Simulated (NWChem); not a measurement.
# singlet CH5OSi+ at 5 levels

Wanted: a comparison of 5 runs (HF/STO-3G, HF/3-21G, B3LYP/6-31G*, M06-2X/def2-SVPD) of singlet CH5OSi+. 

The calculation is run with NWChem 7.3.0.

27 further runs of the same task are left out: 3 that didn't finish, 24 set aside as unsound or not needed. Runs told in other sessions of the task aren't counted.

### 1 The structure to begin with

The species is CH5OSi+ (8 atoms), meant as a singlet with charge +1. As SMILES of the parent species, `[CH2][SiH2]O`. The shape is that of a PBE0-D4/def2-TZVP optimisation. This is one conformer, not always the lowest. That shape belongs to the parent species and isn't relaxed for this state.

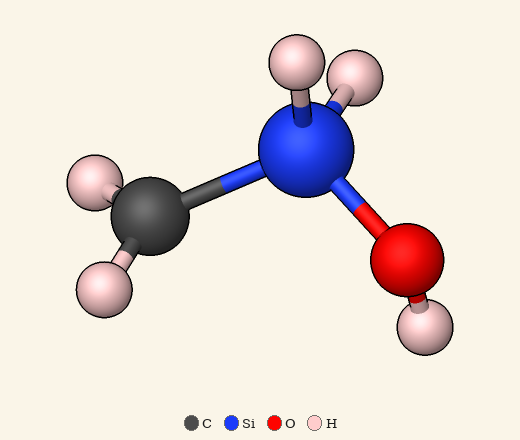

The structure, seen from a chosen angle (carbon dark grey, silicon blue, oxygen red, hydrogen pink).

### 2 A single-point energy at HF/STO-3G (run 1)

Input file geom.nw:

```
START geom
TITLE "CH5OSi"
memory 2200 mb
charge 1

GEOMETRY units angstroms noautosym nocenter noautoz
   C    -0.861500    0.517800   -0.791400
   Si    0.654000   -0.005200    0.111100
   O     0.302800   -0.724400    1.554400
   H    -0.970800    0.416800   -1.867000
   H    -1.703100    0.991500   -0.293300
   H     1.495600    1.161100    0.480600
   H     1.431000   -0.912300   -0.779800
   H    -0.255800   -1.502300    1.529400
END

BASIS spherical bse
   C library STO-3G
   Si library STO-3G
   O library STO-3G
   H library STO-3G
END

SCF
   nopen 0
   rhf
   thresh 1e-08
   maxiter 80
   print medium
END

TASK scf energy
```

Started as:

```bash
$ nwchem geom.nw > geom.out
```

Output:

```text
[...]
  functions       =    24
[...]
  wavefunction    = RHF
[...]
         Total SCF energy =   -399.451199257040
      One-electron energy =   -762.555852382406
      Two-electron energy =    254.171891905955
 Nuclear repulsion energy =    108.932761219411
        Time for solution =      1.9s
[...]
```

Run time: 2.6 s. Hardware: 1 thread of Intel Xeon Platinum 8259CL at 2.50GHz (Skylake/Cascade Lake), shared host; peak memory 0.099 GiB.

### 3 The energy at HF/3-21G (run 2)

Input file mol.nw:

```
start mol
title "CH5OSi hf"
memory 2200 mb
charge 1

geometry units bohr noautosym nocenter noautoz
  C   -1.62799906   0.97850019  -1.49552926
  Si   1.23588089  -0.00982658   0.20994857
  O    0.57220907  -1.36891760   2.93739029
  H   -1.83454612   0.78763785  -3.52811867
  H   -3.21839256   1.87366345  -0.55425667
  H    2.82627439   2.19416100   0.90820238
  H    2.70419808  -1.72399714  -1.47360843
  H   -0.48339194  -2.83893556   2.89014714
end

basis "ao basis" spherical bse
  C library 3-21G
  Si library 3-21G
  O library 3-21G
  H library 3-21G
end

scf
  thresh 1e-08
  maxiter 80
end

task scf
```

Started as:

```bash
$ nwchem mol.nw > mol.out
```

Output:

```text
[...]
  functions       =    41
[...]
  wavefunction    = RHF
[...]
         Total SCF energy =   -402.057929916093
      One-electron energy =   -764.176593901066
      Two-electron energy =    253.185910663828
 Nuclear repulsion energy =    108.932753321145
        Time for solution =      2.2s
[...]
```

Run time: 2.8 s. Hardware: 1 thread of Intel Xeon Platinum 8259CL at 2.50GHz (Skylake/Cascade Lake), shared host; peak memory 0.1 GiB.

Runs 3 to 4 aren't shown in full; the table further down has their settings and results.

### 4 A single-point energy at M06-2X/def2-SVPD (run 5)

Input file sp.nw:

```
start sp
memory 2200 mb
charge 1

geometry units angstroms noautosym nocenter noautoz
 C       -0.861500       0.517800      -0.791400
 Si       0.654000      -0.005200       0.111100
 O        0.302800      -0.724400       1.554400
 H       -0.970800       0.416800      -1.867000
 H       -1.703100       0.991500      -0.293300
 H        1.495600       1.161100       0.480600
 H        1.431000      -0.912300      -0.779800
 H       -0.255800      -1.502300       1.529400
end

basis spherical bse
 C library def2-SVPD
 Si library def2-SVPD
 O library def2-SVPD
 H library def2-SVPD
end

dft
 xc m06-2x
 mult 1
 grid fine
 convergence energy 1e-08
 maxiter 100
 mulliken
 noprint "final vectors analysis"
end

task dft energy
```

Started as:

```bash
$ nwchem sp.nw > sp.out
```

Output:

```text
[...]
          Wavefunction type:  closed shell.
          No. of atoms     :     8
          No. of electrons :    32
[...]
          Charge           :     1
          Spin multiplicity:     1
[...]
          AO basis - number of functions:   107
[...]
              XC Information
              --------------
                       M06-2X Method XC Functional
                     Hartree-Fock (Exact) Exchange  0.540
                        M06-2X Exchange Functional  1.000
                      M06-2X Correlation Potential  1.000
[...]
 d= 0,ls=0.0,diis     1   -405.0086517935 -5.14D+02  2.49D-02  1.97D+00     6.5
[...]
 d= 0,ls=0.0,diis    13   -405.2129032412 -1.37D-09  5.21D-07  5.59D-10    54.6
         Total DFT energy =     -405.212903241228
      One electron energy =     -767.019097311776
           Coulomb energy =      289.271659706403
    Exchange-Corr. energy =      -36.398226855266
 Nuclear repulsion energy =      108.932761219411
[...]
      Total Density - Mulliken Population Analysis
     ---------------------------------------------
    Atom       Charge   Shell Charges
 -----------   ------   -------------------------------------------------------
    1 C    6     5.64   1.99  1.06  0.14 -0.01  1.80  0.66  0.01 -0.01
    2 Si  14    13.42   2.00  1.98  1.02  0.06 -0.02  5.93  1.27  0.79  0.32  0.07
    3 O    8     8.58   1.99  1.07  0.65  0.12  2.87  1.74  0.13  0.01  0.01
    4 H    1     0.97   0.72  0.24  0.02 -0.01
    5 H    1     0.97   0.72  0.24  0.02 -0.01
    6 H    1     0.81   0.70  0.10  0.01 -0.00
    7 H    1     0.84   0.72  0.13  0.01 -0.02
    8 H    1     0.77   0.68  0.03  0.07 -0.00
[...]
```

Wall time 55 s (1 thread of Intel Xeon Platinum 8259CL at 2.50GHz (Skylake/Cascade Lake), shared host); peak memory 0.12 GiB.

### 5 All runs side by side

| run | level | iteration cap | module | energy (Eh) | HOMO energy (eV) | LUMO energy (eV) | HOMO–LUMO gap (eV) | wall time |
| --- | --- | --- | --- | --- | --- | --- | --- | --- |
| 1 | HF/STO-3G | 80 | scf | -399.451199 | -15.38 | -5.22 | 10.16 | 2.6 s |
| 2 | HF/3-21G | 80 | scf | -402.057930 | -17.70 | -7.65 | 10.05 | 2.8 s |
| 3 | B3LYP/6-31G* (spherical functions) | 100 | dft | -405.456974 | -14.20 | -11.81 | 2.39 | 44 s |
| 4 | B3LYP/6-31G* (Cartesian functions) | 100 | dft | -405.460738 | -14.20 | -11.82 | 2.39 | 52 s |
| 5 | M06-2X/def2-SVPD | 100 | dft | -405.212903 | – | – | – | 55 s |

### 6 Results

| quantity | value |
| --- | --- |
| run 5: total energy | -405.21290 Eh |

What this shows: Over runs 1, 2, 3, 4 the HOMO–LUMO gap runs from 2.39 eV (B3LYP/6-31G*) to 10.16 eV (HF/STO-3G). The two ends differ in method and basis. Totals of different functionals can't be ranked against each other. In run 1 the basis is minimal, so the values are rough. All runs together took 2.6 min, the longest 55 s.
